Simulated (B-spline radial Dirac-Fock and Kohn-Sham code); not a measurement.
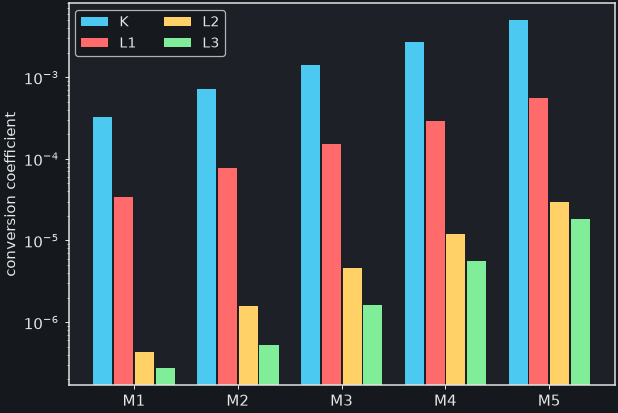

Internal conversion coefficients by shell for magnetic multipoles at a transition energy of 1170 keV (K and L shells). It refers to rubidium (Z = 37). Method: a Dirac–Hartree–Slater potential of the neutral atom, no hole, surface-current nucleus (computed with a B-spline radial atomic code).

What are the L1 : L2 : L3 ratios for M3?

Answer. 94.0 : 2.82 : 1.

How does the sum of the shells shown change with multipole order?

Answer. From 3.63 × 10⁻⁴ for M1 to 0.00558 for M5.
